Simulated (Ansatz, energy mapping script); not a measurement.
# NiO: exchange couplings from total energies

Aim: the exchange couplings of NiO from the energies of a few collinear orders, and the ordering temperature that they give.

Program: Ansatz 0.2.0. Level of theory: PBE0; plane waves, collinear spin, no spin–orbit coupling. Results are calculated unless marked as measured.

## (1) Set-up

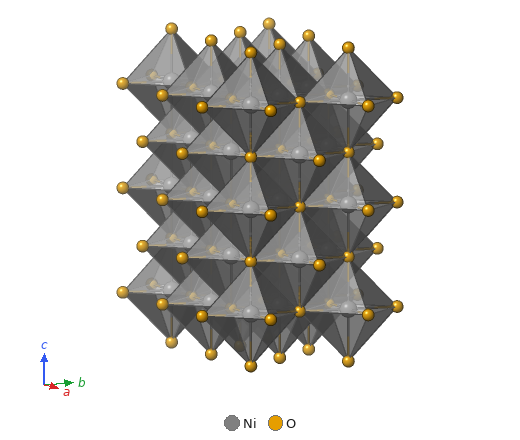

The cell as given, slightly off an axis (nickel grey, oxygen orange). 2×1×2 cells are drawn. This picture shows the conventional cell, with its axes. Some periodic images of atoms are drawn too.

Exact exchange localises the open shell without a U to choose, and it is dear.

## (2) Parallel start in cell A (4 atoms)

The parallel order is the zero of energy for this cell and mesh.

Contents of input.yaml:

```yaml
crystal:
  lattice:
    - [0.0, -2.085901641, -2.085901641]
    - [0.0, 2.085901641, -2.085901641]
    - [4.171803282, 0.0, 0.0]
  atoms:
    - { symbol: Ni, position: [0.5, 0.5, 0.5], spin: 2.0 }
    - { symbol: Ni, position: [0.0, 0.0, 0.0], spin: 2.0 }
    - { symbol: O, position: [0.5, 0.5, 0.0] }
    - { symbol: O, position: [0.0, 0.0, 0.5] }
magnetization:
  spin_polarized: true
kpoints:
  mp_grid: { grid: [8, 8, 6] }
hamiltonian:
  xc: pbe0
scf:
  occupations: { method: fermi_dirac, width: 0.05 }
output:
  eigenvalues: true
```

Started as:

```bash
$ ansatz run input.yaml --threads 4 --pin off --max-ram 8192MiB --backend cpu --events-out ev --progress --plain --runs-dir out
```

Numbers of over 12 decimals in the logs are rounded to 6 here.

Output:

```text
Engine: ansatz 0.2.0, aarch64-unknown-linux-gnu
Pseudopotentials: kind: paw
Pseudopotential: Ni, paw, valence charge 18, recommended cutoff 420 eV (normal), Ni.paw.azcp
Pseudopotential: O, paw, valence charge 6, recommended cutoff 420 eV (normal), O.paw.azcp
Functional definition: PBE0
  parameter a = 0.25
  parameter kappa = 0.804
  parameter beta = 0.066725
  exchange = (1 - a)*pbe_x(kappa = kappa, mu = beta*pi^2/3) + a*exact_x
  correlation = pbe_c(beta = beta)
Crystal: 4 atoms, lattice volume = 36.303 Å³
Basis set: ecut = 420 eV, 681 PW (Γ)
Bands: 32, of which v1, the nominal top of the filled ones, is band 24 counted from 1 (23 counted from 0)
Symmetry: 32 space group operations
Space group: Fm-3m (ITA 225), of the structure as read, at distance tolerance 3.3e-5 Å
Magnetic group: BNS 225.116 (UNI 1618), of the structure as read, at distance tolerance 3.3e-5 Å
k-points: 60 of 384
Non-local potential: Ni, projectors of the file, l = 0: 3, l = 1: 2, l = 2: 3, l = 3: 1
Non-local potential: O, projectors of the file, l = 0: 2, l = 1: 2, l = 2: 1
PAW form: soft (Blöchl's): semilocal exchange-correlation on the pseudo side does not see the compensation charge
PAW frozen core: Ni, regenerated for the run's functional, and the local potential with it (the file was generated under x = pbe(κ = 0.804, μ = 0.219515), c = pbe(β = 0.066725))
PAW frozen core: O, regenerated for the run's functional, and the local potential with it (the file was generated under x = pbe(κ = 0.804, μ = 0.219515), c = pbe(β = 0.066725))
PAW one-centre angular grid: Ni, 590 points (default); XC on 64 Gauss nodes
PAW one-centre angular grid: O, 110 points (default); XC on 64 Gauss nodes
Initial density: superposition of atomic densities (chi_scale 0.1, normalization cell, long waves kept (reshape's long-wave potential 0.00 eV rms))
Starting moments: Σ|m| = 4 μB on 2 of 4 sites
Initial wavefunctions: pseudopotential atomic-orbital guess
Functional: x = pbe(κ = 0.804, μ = 0.219515), c = pbe(β = 0.066725), warm-up for x = 0.75 pbe(κ = 0.804, μ = 0.219515) + 0.25 exact, c = pbe(β = 0.066725)
SCF iter   1: F=—  HF=-12817.308250 eV  |F-HF|=—  |Δ(HF+E_count)|=         —  Δρ=3.83e-1 (↑9.62e-2 ↓3.83e-1)  dr2=5.33e1  dr2_m=1.00e1  M=0.923 μB ∫|m|=0.930 μB  β_m=0.30  ethr=1.00e-1  ⟨swp⟩=5.7  Hψ=10699  notcnv=0
preconditioner: auto → Kerker (q_TF=auto, 2.858 Å⁻¹)  [metal: Δε(μ)=0.038 eV  Ē_g=13.911 eV  σ=0.050 eV  W_gap=0.19  n_scr=14 (ndim 8)  ℏωp=34.9 eV  f_vac=0.000  D(μ)=1.97/eV (n_scr^D=20)]
spin=Collinear: Kerker preconditioning applied to the charge; magnetization (m = ρ↑ − ρ↓) channel mixes plain (no charge-response kernel on spin).
iter 2 solved again at ethr=1.81e-3 eV; its pass at ethr=1.00e-1 eV (dr2=8.70e-1 eV) is discarded
SCF iter   2: F=—  HF=-12811.435353 eV  |F-HF|=—  |Δ(HF+E_count)|=    5.87e0  Δρ=7.65e-2 (↑7.65e-2 ↓6.75e-2)  dr2=9.36e-1  dr2_m=8.78e-1  M=2.203 μB ∫|m|=2.206 μB  β_m=0.30  ethr=1.81e-3  ⟨swp⟩=3.5  Hψ=17200  notcnv=0  defer=18
SCF iter   3: F=—  HF=-12811.189189 eV  |F-HF|=—  |Δ(HF+E_count)|=   2.46e-1  Δρ=6.49e-2 (↑4.13e-2 ↓6.49e-2)  dr2=5.35e-1  dr2_m=6.79e-1  M=2.034 μB ∫|m|=2.036 μB  β_m=0.30  ethr=1.81e-3  ⟨swp⟩=3.1  Hψ=9014  notcnv=0  defer=7
SCF iter   4: F=—  HF=-12811.209740 eV  |F-HF|=—  |Δ(HF+E_count)|=   2.06e-2  Δρ=2.56e-2 (↑2.56e-2 ↓2.22e-2)  dr2=1.34e-2  dr2_m=1.72e-1  M=2.251 μB ∫|m|=2.254 μB  β_m=1.00  ethr=1.11e-3  ⟨swp⟩=3.1  Hψ=10464  notcnv=0  defer=7
SCF iter   5: F=—  HF=-12811.207225 eV  |F-HF|=—  |Δ(HF+E_count)|=   2.52e-3  Δρ=2.17e-2 (↑8.56e-3 ↓2.17e-2)  dr2=1.36e-1  dr2_m=4.47e-2  M=2.458 μB ∫|m|=2.467 μB  β_m=1.00  ethr=2.80e-5  ⟨swp⟩=4.1  Hψ=12245  notcnv=0  defer=5
SCF iter   6: F=—  HF=-12811.229745 eV  |F-HF|=—  |Δ(HF+E_count)|=   2.25e-2  Δρ=5.44e-3 (↑2.34e-3 ↓5.44e-3)  dr2=8.26e-3  dr2_m=2.07e-3  M=2.513 μB ∫|m|=2.522 μB  β_m=1.00  ethr=2.80e-5  ⟨swp⟩=3.2  Hψ=9849  notcnv=0  defer=5
SCF iter   7: F=—  HF=-12811.255144 eV  |F-HF|=—  |Δ(HF+E_count)|=   2.54e-2  Δρ=4.21e-3 (↑4.21e-3 ↓3.30e-3)  dr2=9.71e-3  dr2_m=9.06e-4  M=2.551 μB ∫|m|=2.559 μB  β_m=0.30  ethr=1.72e-5  ⟨swp⟩=3.2  Hψ=9040  notcnv=0  defer=1
Mixer restart at iter 7: flushing history
spin-set hold released at iteration 7 (site moments contracting): the magnetisation degrees of freedom join the quasi-Newton model from the next iteration; the mixer history was flushed
SCF iter   8: F=—  HF=-12811.272863 eV  |F-HF|=—  |Δ(HF+E_count)|=   1.77e-2  Δρ=5.82e-3 (↑5.48e-3 ↓5.82e-3)  dr2=6.21e-4  dr2_m=1.03e-2  M=2.637 μB ∫|m|=2.645 μB  β_m=0.65  ethr=1.72e-5  ⟨swp⟩=2.9  Hψ=7916  notcnv=0
[...]
SCF 1 converged in 25 iterations: F = -12811.347046 eV  dr2 = 5.77e-10
  greatest PAW one-centre occupation: 1.002 electrons in one spin orbital (limit 2), on the Ni atom at site 1 (counted from 0), in its partial waves of l = 1
Initial density: handed on by an earlier stage of this run
Starting moments: Σ|m| = 4 μB on 2 of 4 sites; this step starts from the density that it was given
Initial wavefunctions: those handed on with the density
Functional: x = 0.75 pbe(κ = 0.804, μ = 0.219515) + 0.25 exact, c = pbe(β = 0.066725)
Frozen-core exchange: fock
[...]
preconditioner: auto → none  [insulator: Δε(μ)=1.469 eV  Ē_g=16.798 eV  σ=0.050 eV  W_gap=1.00  n_scr=14 (ndim 8)  ℏωp=34.9 eV  f_vac=0.000  D(μ)=0.00/eV (n_scr^D=0)]
[...]
SCF 2 converged in 7 iterations: F = -12810.416178 eV  dr2 = 6.51e-9
  greatest PAW one-centre occupation: 1.003 electrons in one spin orbital (limit 2), on the Ni atom at site 1 (counted from 0), in its partial waves of l = 1
hybrid outer 1: dexx = +3.714e-1 eV, tail = 4.49e-1 eV
Frozen-core exchange: fock
[...]
preconditioner: auto → none  [insulator: Δε(μ)=3.713 eV  Ē_g=17.082 eV  σ=0.050 eV  W_gap=1.00  n_scr=14 (ndim 8)  ℏωp=34.9 eV  f_vac=0.000  D(μ)=0.00/eV (n_scr^D=0)]
[...]
SCF 3 converged in 6 iterations: F = -12810.843940 eV  dr2 = 1.07e-8
hybrid outer 2: dexx = +1.527e-2 eV, tail = 2.11e-2 eV, magnetization grown 1.0229 times (not accepted), Δε = 7.58e-1 eV (about 3.69e-1 eV left of the loop's levels)
Frozen-core exchange: fock
[...]
preconditioner: auto → none  [insulator: Δε(μ)=3.784 eV  Ē_g=17.121 eV  σ=0.050 eV  W_gap=1.00  n_scr=14 (ndim 8)  ℏωp=34.9 eV  f_vac=0.000  D(μ)=0.00/eV (n_scr^D=0)]
[...]
eigensolver tolerance schedule: the retry pair's looser diagonalisation over-reported the residual by 0.20 of it (diagonalisation noise at 0.20 of the residual, at the tolerance the schedule requests for it); recorded, not acted on — ethr = c·dr2/N_el stays at c = 1.0e-1
[...]
SCF 4 stopped early in 3 iterations: F = -12810.865038 eV  dr2 = 1.70e-4
hybrid outer 3: dexx = +2.136e-3 eV, tail = 1.30e-3 eV, Δε = 6.13e-2 eV (about 1.74e-2 eV left of the loop's levels)
Frozen-core exchange: fock
[...]
preconditioner: auto → none  [insulator: Δε(μ)=3.790 eV  Ē_g=17.131 eV  σ=0.050 eV  W_gap=1.00  n_scr=14 (ndim 8)  ℏωp=34.9 eV  f_vac=0.000  D(μ)=0.00/eV (n_scr^D=0)]
iter 2 solved again at ethr=1.37e-9 eV; its pass at ethr=9.48e-8 eV (dr2=6.56e-7 eV) is discarded
SCF iter   2: F=—  HF=-12810.864630 eV  |F-HF|=—  |Δ(HF+E_count)|=   8.57e-7  Δρ=1.26e-4 (↑1.13e-4 ↓1.26e-4)  dr2=2.24e-5  dr2_m=3.95e-6  M=4.000 μB ∫|m|=4.064 μB  β_m=0.65  ethr=1.37e-9  ⟨swp⟩=3.9  Hψ=16996  notcnv=0
SCF iter   3: F=—  HF=-12810.864635 eV  |F-HF|=—  |Δ(HF+E_count)|=   5.14e-6  Δρ=2.23e-5 (↑2.23e-5 ↓1.88e-5)  dr2=2.22e-5  dr2_m=8.92e-8  M=4.000 μB ∫|m|=4.063 μB  β_m=0.66  ethr=1.37e-9  ⟨swp⟩=3.6  Hψ=9167  notcnv=0
SCF iter   4: F=—  HF=-12810.865274 eV  |F-HF|=—  |Δ(HF+E_count)|=   6.39e-4  Δρ=1.10e-4 (↑1.10e-4 ↓5.91e-5)  dr2=3.34e-6  dr2_m=1.24e-6  M=4.000 μB ∫|m|=4.063 μB  β_m=0.66  ethr=2.99e-10  ⟨swp⟩=5.0  Hψ=14187  notcnv=0
SCF iter   5: F=—  HF=-12810.865274 eV  |F-HF|=—  |Δ(HF+E_count)|=   6.11e-7  Δρ=1.31e-5 (↑8.41e-6 ↓1.31e-5)  dr2=5.43e-7  dr2_m=1.93e-8  M=4.000 μB ∫|m|=4.063 μB  β_m=0.81  ethr=2.99e-10  ⟨swp⟩=4.0  Hψ=11432  notcnv=0
SCF iter   6: F=—  HF=-12810.865276 eV  |F-HF|=—  |Δ(HF+E_count)|=   2.76e-6  Δρ=2.83e-5 (↑2.30e-5 ↓2.83e-5)  dr2=8.26e-8  dr2_m=2.10e-7  M=4.000 μB ∫|m|=4.062 μB  β_m=0.81  ethr=1.05e-10  ⟨swp⟩=4.0  Hψ=11081  notcnv=0  defer=1
SCF iter   7: F=-12810.865276 eV  HF=-12810.865276 eV  |F-HF|=6.69e-10  |Δ(HF+E_count)|=   4.97e-8  Δρ=1.31e-6 (↑3.91e-7 ↓1.31e-6)  dr2=6.32e-8  dr2_m=1.20e-10  M=4.000 μB ∫|m|=4.062 μB  ethr=5.87e-11  ⟨swp⟩=3.2  Hψ=8361  notcnv=0
SCF 5 converged in 7 iterations: F = -12810.865276 eV  dr2 = 6.32e-8
hybrid outer 4: dexx = +3.871e-5 eV, tail = 2.79e-6 eV, magnetization grown 1.0080 times (not accepted), Δε = 2.07e-2 eV (about 3.58e-3 eV left of the loop's levels)
Frozen-core exchange: fock
SCF iter   1: F=—  HF=-12810.865277 eV  |F-HF|=—  |Δ(HF+E_count)|=         —  Δρ=1.40e-5 (↑6.82e-6 ↓1.40e-5)  dr2=3.13e-8  dr2_m=3.36e-8  M=4.000 μB ∫|m|=4.062 μB  β_m=0.30  ethr=2.70e-9  ⟨swp⟩=3.3  Hψ=8704  notcnv=0
preconditioner: auto → none  [insulator: Δε(μ)=3.792 eV  Ē_g=17.136 eV  σ=0.050 eV  W_gap=1.00  n_scr=14 (ndim 8)  ℏωp=34.9 eV  f_vac=0.000  D(μ)=0.00/eV (n_scr^D=0)]
iter 2 solved again at ethr=1.00e-12 eV; its pass at ethr=5.11e-11 eV (dr2=3.97e-10 eV) is discarded
SCF iter   2: F=-12810.865277 eV  HF=-12810.865277 eV  |F-HF|=2.35e-10  |Δ(HF+E_count)|=   3.29e-9  Δρ=1.27e-6 (↑1.26e-6 ↓1.27e-6)  dr2=6.89e-9  dr2_m=3.43e-10  M=4.000 μB ∫|m|=4.062 μB  ethr=1.77e-12 (applied; sched 1.00e-12)  ⟨swp⟩=3.6  Hψ=16645  notcnv=0
SCF 6 converged in 2 iterations: F = -12810.865277 eV  dr2 = 6.89e-9
hybrid outer 5: dexx = +2.281e-8 eV, tail = 1.50e-8 eV, Δε = 3.66e-4 eV (about 1.14e-4 eV left of the loop's levels)
this state was not tested for a lower state beside it, because the functional holds exact exchange (a hybrid, or Hartree-Fock), whose exchange loop this test does not read (fock_operator); the stability check (scf.self_checks: high) cannot read this state: a pseudopotential is PAW: the check reads norm-conserving sets alone
hybrid SCF converged: 5 outer / 25 inner (+25 warm-up), last move |dexx| = 2.28e-8 eV, tail = 1.50e-8 eV
Magnetization: 4.0000 μB (26.0000 up, 22.0000 down)
Absolute magnetization: 4.0588 μB (∫|ρ↑−ρ↓|, with the PAW one-centre terms)
Spin contamination: 0.0060 ħ² per cell (⟨S²⟩ above its minimum at these occupations)
Per-site moments (μB) at R_I (Å): [(1.726165, 0.860434), (1.726165, 0.860434), (0.238419, 0.860434), (0.238419, 0.860434)]
Free energy (F): -12810.865277 eV
Frozen-core exchange: fock
Harris-Foulkes:  -12810.865277 eV  (|F-HF|=2.35e-10)
Internal energy: -12810.865277 eV  (E = F + TS)
E sigma→0 (E₀):  -12810.865277 eV
Fermi energy:    14.528140 eV
--- Per-component energies (eV) ---
  E_band       = -830.428058
  E_kinetic    = 902.907487
  E_local      = -7979.405750  (includes V_loc(G=0)·N_el)
  E_nonlocal   = 1388.216876
  E_hartree    = 3285.642795
  E_xc         = -241.000763
  E_vxc        = -308.928992  (∫ρ·V_xc dr)
  E_exx        = -254.474884  (= α·E_x^exact, valence–valence)
  E_paw        = -3402.660549  (= ΣΔE_a)
  E_vpaw       = -895.561869  (= ΣTr[D̂ρ^β])
  E_aug_tail   = 0.006377  (compensation charges beyond the density's cutoff)
  E_ewald      = -6509.597821
  E_core_change = -0.499043  (= ΣΔE_core)
  E_smearing   = -0.000000  (= −TS)
  E_closure    = -0.000000  (closes the sum)
  Σ components = -12810.865277   (vs F -12810.865277, Δ=1.82e-12)
--- Band table (eV; the first three rows and the last of 120) ---
  k-point 0 ↑: bands = [... 20 lower, 8.6952, 9.4288, 9.4288, 10.1945, 10.1945, 10.1947, 16.9382, 21.6908, ... 4 higher]
  k-point 1 ↑: bands = [... 20 lower, 8.9626, 9.6970, 9.6970, 10.2589, 10.2818, 10.2818, 17.6517, 21.8961, ... 4 higher]
  k-point 2 ↑: bands = [... 20 lower, 9.6620, 10.1022, 10.1022, 10.2804, 10.4035, 10.4035, 19.2986, 21.9946, ... 4 higher]
  k-point 59 ↓: bands = [... 20 lower, 10.7403, 10.7403, 17.5041, 17.5041, 18.1124, 18.1124, 25.1075, 25.1075, ... 4 higher]
```

The job ended after 2 min (4 threads of Arm Neoverse N1, shared host; peak memory 2.4 GiB).

Spin moment in the sphere by atom:

```
atom  spin moment in the sphere (μB)
 Ni1                            1.73
 Ni2                            1.73
  O3                            0.24
  O4                            0.24
```

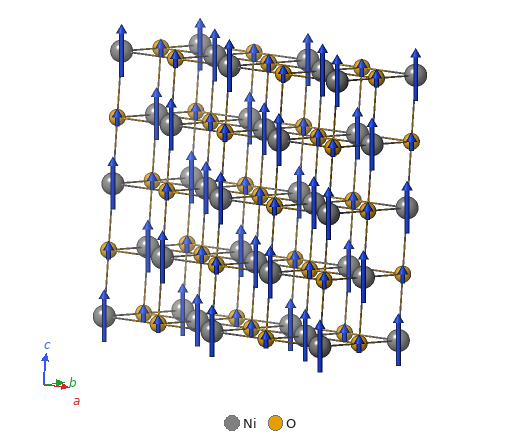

Spin moment in the sphere as arrows, the longest 1.73 μB. Up and down stand for the sign. Arrows give size and sign along the axis of quantisation, drawn up and down the page. Each arrow also spans its atom, so small moments look longer than they are. 2×1×2 conventional cells are drawn. Some periodic images of atoms are drawn too.

The run ends ferromagnetic.

## (3) Compensated +− start in cell A (4 atoms)

This order reverses 8 of the 12 neighbours at 2.95 Å and 0 of the 6 neighbours at 4.17 Å, counted for an average magnetic atom.

Changes to input.yaml since step 2:

```diff
@@ -7,3 +7,3 @@
     - { symbol: Ni, position: [0.5, 0.5, 0.5], spin: 2.0 }
-    - { symbol: Ni, position: [0.0, 0.0, 0.0], spin: 2.0 }
+    - { symbol: Ni, position: [0.0, 0.0, 0.0], spin: -2.0 }
     - { symbol: O, position: [0.5, 0.5, 0.0] }
```

Output:

```text
[...]
Crystal: 4 atoms, lattice volume = 36.303 Å³
Basis set: ecut = 420 eV, 681 PW (Γ)
Bands: 32, of which v1, the nominal top of the filled ones, is band 24 counted from 1 (23 counted from 0)
Symmetry: 16 space group operations
[...]
k-points: 60 of 384
[...]
Starting moments: Σ|m| = 4 μB on 2 of 4 sites
Starting magnetic order: antiferromagnet; a translation exchanges its spin sublattices: spin-degenerate at every k-point
[...]
the translation (0.5, 0.5, 0.5) carries every atom to within crystal.symmetry.tolerance of an atom of its element with the starting moment reversed, but both spin channels are solved: under a hybrid functional one channel is solved only on norm-conserving pseudopotentials (hamiltonian.pseudopotentials.kind)
SCF iter   1: F=—  HF=-12817.310929 eV  |F-HF|=—  |Δ(HF+E_count)|=         —  Δρ=2.79e-1 (↑2.79e-1 ↓2.79e-1)  dr2=5.34e1  dr2_m=9.97e0  M=0.000 μB ∫|m|=0.762 μB  β_m=0.30  ethr=1.00e-1  ⟨swp⟩=5.7  Hψ=10800  notcnv=0
[...]
SCF iter  32: F=-12811.269366 eV  HF=-12811.269366 eV  |F-HF|=4.07e-10  |Δ(HF+E_count)|=  1.82e-11  Δρ=7.85e-7 (↑4.15e-7 ↓7.85e-7)  dr2=3.86e-10  dr2_m=2.44e-11  M=0.000 μB ∫|m|=3.138 μB  ethr=1.16e-12 (applied; sched 1.00e-12)  ⟨swp⟩=2.0  Hψ=6822  notcnv=0
SCF 1 converged in 32 iterations: F = -12811.269366 eV  dr2 = 3.86e-10
[...]
Frozen-core exchange: fock
[...]
SCF 2 converged in 7 iterations: F = -12810.313230 eV  dr2 = 6.67e-9
[...]
hybrid outer 1: dexx = +4.440e-1 eV, tail = 5.37e-1 eV
Frozen-core exchange: fock
[...]
SCF 3 stopped early in 4 iterations: F = -12810.831538 eV  dr2 = 1.67e-3
[...]
Frozen-core exchange: fock
[...]
SCF 4 converged in 10 iterations: F = -12810.833364 eV  dr2 = 8.40e-9
[...]
Frozen-core exchange: fock
[...]
SCF 5 converged in 2 iterations: F = -12810.833365 eV  dr2 = 2.79e-9
[...]
The result ahead of the solve for the band table, with the exchange loop's own table, told since no file at a place of the run's own has it by now; the run can take it back:
[...]
Magnetization: 0.0000 μB (24.0000 up, 24.0000 down)
Absolute magnetization: 3.8275 μB (∫|ρ↑−ρ↓|, with the PAW one-centre terms)
[...]
Per-site moments (μB) at R_I (Å): [(1.736389, 0.860434), (-1.736391, 0.860434), (-0.081912, 0.860434), (0.081923, 0.860434)]
Free energy (F): -12810.833365 eV
Frozen-core exchange: fock
[...]
Internal energy: -12810.833365 eV  (E = F + TS)
E sigma→0 (E₀):  -12810.833365 eV
Fermi energy:    14.722961 eV
[...]
--- Band table (eV; the first three rows and the last of 120) ---
  k-point 0 ↑: bands = [... 20 lower, 10.3461, 10.5847, 10.6264, 10.6264, 16.6923, 17.0534, 17.1659, 21.9769, ... 1 higher]
  k-point 1 ↑: bands = [... 20 lower, 10.4438, 10.4438, 10.7842, 10.7842, 16.6901, 17.1866, 18.0018, 22.2332, ... 1 higher]
  k-point 2 ↑: bands = [... 20 lower, 10.6741, 10.6741, 11.0174, 11.0174, 16.6858, 17.3470, 19.7871, 22.5297, ... 1 higher]
  k-point 59 ↓: bands = [... 20 lower, 10.6007, 10.6007, 10.6207, 10.7033, 17.4865, 18.0973, 24.3524, 25.0482, ... 1 higher]
[...]
Magnetization: 0.0000 μB (24.0000 up, 24.0000 down)
Absolute magnetization: 3.8275 μB (∫|ρ↑−ρ↓|, with the PAW one-centre terms)
[...]
Per-site moments (μB) at R_I (Å): [(1.736389, 0.860434), (-1.736391, 0.860434), (-0.081912, 0.860434), (0.081923, 0.860434)]
Free energy (F): -12810.833365 eV
Frozen-core exchange: fock
[...]
Internal energy: -12810.833365 eV  (E = F + TS)
E sigma→0 (E₀):  -12810.833365 eV
Fermi energy:    14.722961 eV
[...]
--- Band table (eV; the first three rows and the last of 120) ---
  k-point 0 ↑: bands = [... 20 lower, 10.3461, 10.5847, 10.6264, 10.6264, 16.6923, 17.0534, 17.1659, 21.9769, ... 4 higher]
  k-point 1 ↑: bands = [... 20 lower, 10.4438, 10.4438, 10.7842, 10.7842, 16.6901, 17.1867, 18.0018, 22.2332, ... 4 higher]
  k-point 2 ↑: bands = [... 20 lower, 10.6741, 10.6741, 11.0174, 11.0174, 16.6858, 17.3471, 19.7871, 22.5297, ... 4 higher]
  k-point 59 ↓: bands = [... 20 lower, 10.6007, 10.6007, 10.6207, 10.7033, 17.4865, 18.0973, 24.3524, 25.0482, ... 4 higher]
```

The job ended after 1.9 min (4 threads; peak memory 2.4 GiB; 7.1 min of CPU time).

Spin moment in the sphere by atom:

```
atom  spin moment in the sphere (μB)
 Ni1                            1.74
 Ni2                           -1.74
  O3                           -0.08
  O4                            0.08
```

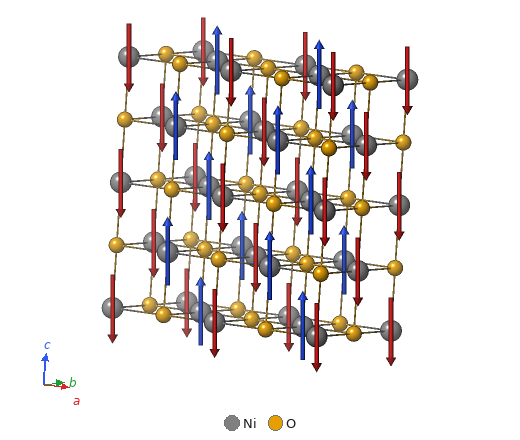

Spin moment in the sphere as arrows, the longest 1.74 μB. Up and down stand for the sign. Arrows give size and sign along the axis of quantisation, drawn up and down the page. The two directions have two colours. 2×1×2 conventional cells are drawn. Some periodic images of atoms are drawn too.

The run ends antiferromagnetic, 15.96 meV a magnetic atom above the parallel order of its cell.

(Part 1 of 2 ends here.)

[Logs and program files are shortened in this print: banners, set-up blocks, solver, clock and traceback lines can be left out without a mark of their own.]

[Logs are printed without paths, hosts, clocks, repeated set-up lines and the standing remarks that a program may print on its own settings, such as how far it seeks lower states.]

[Hosts, paths, dates, database ids (printed as entryN), source tags and the programs' standing remarks are cut or masked in the printed files.]

[Where a cell is said to come from a database of computed structures, the database is the Materials Project.]
